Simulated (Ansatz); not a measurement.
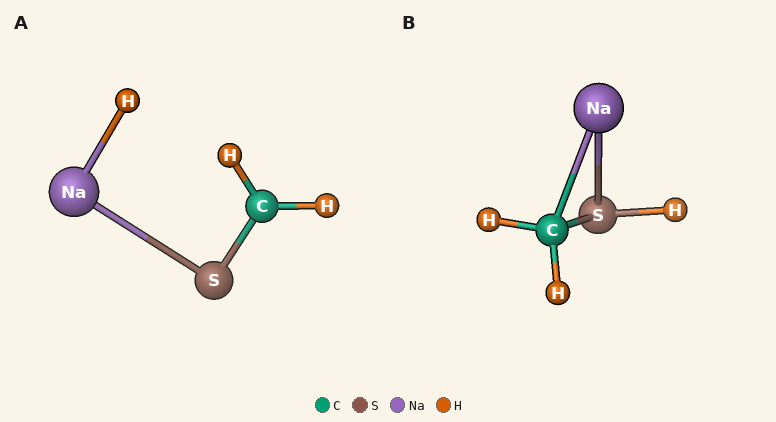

2 stationary structures of one formula. Geometries: PBE0-D4/def2-TZVP. Electronic energies: PBE0-D4/def2-TZVP (Ansatz 0.2.0), without zero-point energy. No frequency run is at hand to confirm each as a minimum.

**Which is lowest in energy, and by how much?**

B is lowest (C1); A lies 99.6 kJ/mol above it (Cs).
